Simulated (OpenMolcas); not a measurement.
**HF/6-311G (thermostat Nose-Hoover, time step au 20) run of B2H5P (SMILES BBP)**

Wanted: molecular dynamics of B2H5P. 

The calculation is run with OpenMolcas 26.06.

## 1. The structure to begin with

The species is B2H5P (8 atoms), typed as a singlet with charge 0. SMILES: `BBP`. The shape comes from GFN2-xTB, which is rough for such elements, and wasn't checked as a minimum. The run starts from this shape.

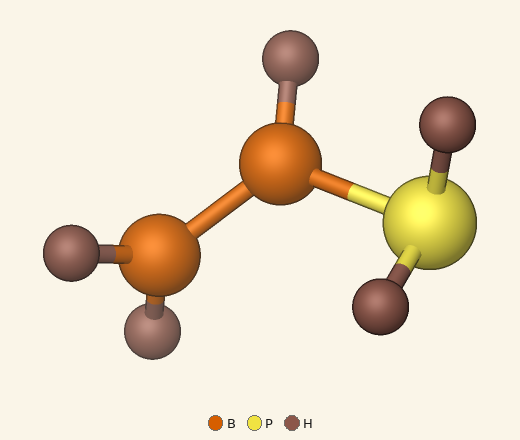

The structure, seen from a chosen angle (boron orange, phosphorus yellow, hydrogen brown).

## 2. Molecular dynamics at HF/6-311G (thermostat Nose-Hoover, time step au 20)

Contents of job.inp:

```
&gateway
baslib=$CurrDir
coord
8
angstrom
B       -1.166700       0.722700      -0.454440
B        0.411360       0.478610      -0.219570
P        1.111750      -1.251810       0.058420
H       -1.706380       0.533320      -1.479390
H       -1.877700       1.069970       0.414140
H        1.252690       1.299160      -0.262680
H        0.083870      -1.855390       0.768230
H        1.891120      -0.996560       1.175310
basis=6-311G
group=NoSym
>>> EXPORT MOLCAS_MAXITER=15
>>> Do While
&seward
&scf
iterations=86
core
prorbitals=0
&alaska
&dynamix
velver
dt=20
velo=3
ther=2
temp=300
>>> EndDo
```

The basis set 6-311G is read from a file made from the Basis Set Exchange's data (not shown).

Launch:

```sh
$ export MOLCAS_MEM=1860
$ pymolcas job.inp > job.log
```

Standard output:

```text
--- Start Module: gateway ---

                                              &GATEWAY

                       available to each process: 1.9 GB of memory, 1 thread

 Basis Set     1 Label: B.6-311G
 Basis set is read from library:.
 basistype.tbl is not found

 Basis Set     2 Label: P.6-311G
 Basis set is read from library:.
 basistype.tbl is not found

 Basis Set     3 Label: H.6-311G
 Basis set is read from library:.
 basistype.tbl is not found

++    Symmetry information:
      ---------------------

                    Character Table for C1

                             E
                    a        1  x, y, xy, Rz, z, xz, Ry, yz, Rx, I
--

++    Basis set information:
      ----------------------

      Basis set label: B.6-311G.........

[... 210 lines left out ...]
       Convergence after  16 Iterations
[... 140 lines left out ...]
     Total Energy        -3.929022578238E+02 a.u.
[... 132 lines left out ...]
     Total Energy        -3.929022438244E+02 a.u.
[... 139 lines left out ...]
     Total Energy        -3.929022444237E+02 a.u.
[... 139 lines left out ...]
     Total Energy        -3.929022665979E+02 a.u.
[... 139 lines left out ...]
     Total Energy        -3.929023011259E+02 a.u.
[... 139 lines left out ...]
     Total Energy        -3.929023362357E+02 a.u.
[... 139 lines left out ...]
     Total Energy        -3.929023681617E+02 a.u.
[... 139 lines left out ...]
     Total Energy        -3.929023980917E+02 a.u.
[... 22 lines left out ...]
     Kinetic energy         1.1629E-02 a.u.
     Total linear momentum -3.9886E+00 a.u.
     RMS deviation          1.6980E-02 bohr

       New Coordinates (time    300.0 a.u.):
 ----------------------------------------------------------------------------------------------
       No. Atom    X          Y          Z        Mass       F(x)         F(y)         F(z)
 ----------------------------------------------------------------------------------------------
         1  B  -2.218912   1.525796  -0.955439  2.01E+04 -5.11844E-03 -1.09754E-02  3.06705E-03
         2  B   0.831169   0.894204  -0.480384  2.01E+04  8.65343E-05  2.76854E-02 -9.96477E-03
         3  P   2.148223  -2.373374   0.041772  5.65E+04  1.41430E-03 -1.29833E-02  1.65564E-02
[... 4 lines of this table left out ...]
         8  H   3.801652  -1.834577   2.228028  1.84E+03 -1.36285E-02 -1.07659E-02 -1.01149E-02
 ----------------------------------------------------------------------------------------------

--- Stop Module: dynamix /rc=_RC_ALL_IS_WELL_ ---

>>> END DO

.##################.
.# Happy landing! #.
.##################.

    Timing: Wall=41.56 User=34.81 System=6.64
```

Run time: 42 s. Hardware: 1 thread of Arm Neoverse V2, shared host; peak memory 0.4 GiB.

Steps, from the record of the run:

```tsv
step	potential energy change (eV)
0	0.0000
1	0.0101
2	0.0185
3	0.0219
4	0.0184
5	0.0078
6	-0.0076
7	-0.0242
8	-0.0379
9	-0.0452
10	-0.0441
11	-0.0342
12	-0.0173
13	0.0038
14	0.0257
```

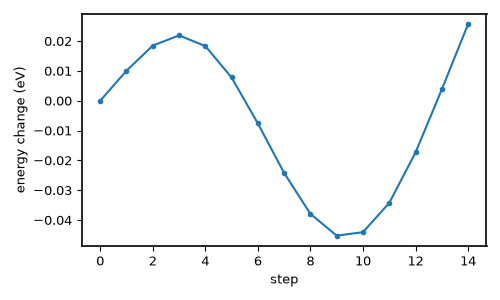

Energy along the run.

## 3. Results

Level: HF/6-311G (thermostat Nose-Hoover, time step au 20).

| quantity | value |
| --- | --- |
| potential energy of the last frame | -392.91404 Eh |
